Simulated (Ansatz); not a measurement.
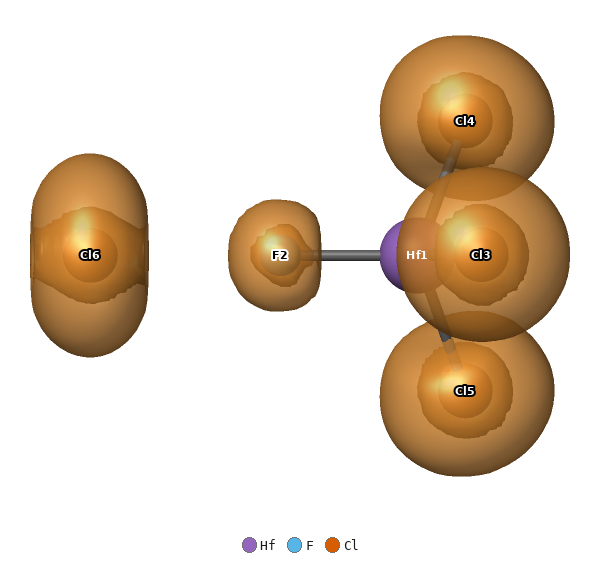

The picture shows: Cl3FHf···Cl (doublet). Isosurface of the electron localisation function at 0.75 (orange), seen across its widest extent. Core shells and regions of very low density are left out.

Core potentials replace the inner electrons of Hf; not at a stationary point (largest force 1.0 eV/Å).

These are results of Ansatz, UKS PBE/def2-SVP, not measurements.

Input file:

```
crystal:
  periodic: [false, false, false]
  atoms:
    - { symbol: Hf, position_ang: [0.0, 0.0, 0.0] }
    - { symbol: F, position_ang: [0.0, 0.0, 2.23] }
    - { symbol: Cl, position_ang: [2.3764, 0.0, -0.8392] }
    - { symbol: Cl, position_ang: [-1.1869, 2.0563, -0.8392] }
    - { symbol: Cl, position_ang: [-1.1869, -2.0563, -0.8392] }
    - { symbol: Cl, position_ang: [0.0, 0.0, 4.03] }
magnetization:
  spin_polarized: true
  initial_magnetization: 1
basis:
  gaussian: { orbitals: def2-SVP }
hamiltonian:
  xc: pbe
relax:
  f_tol: 0.15
  max_steps: 25
  restrain:
    - { distance: [1, 5], at: 2.7, k: 30.0 }
    - { distance: [0, 1], at: 1.98, k: 30.0 }
output:
  orbitals: {}
```

Launched as:

```sh
ansatz run input.yaml --threads 4 --pin off --max-ram 5120MiB --backend cpu --events-out ev --progress --plain --runs-dir out
```

The fields are those of the run's last geometry, not of the input's.

Question: What do the ELF domains correspond to?

Answer: The ELF exceeds this value in four regions wrapped around Cl (the valence shell of each) and one region wrapped around F (its valence shell). Profiles from the grid: Cl6···F2 (2.70 Å): the ELF dips to about 0.05 between them. Hf–F (1.95 Å): the ELF peaks at about 0.80 in the valence shell of F, 0.6 Å from its nucleus, and drops to about 0.20 between the two atoms.
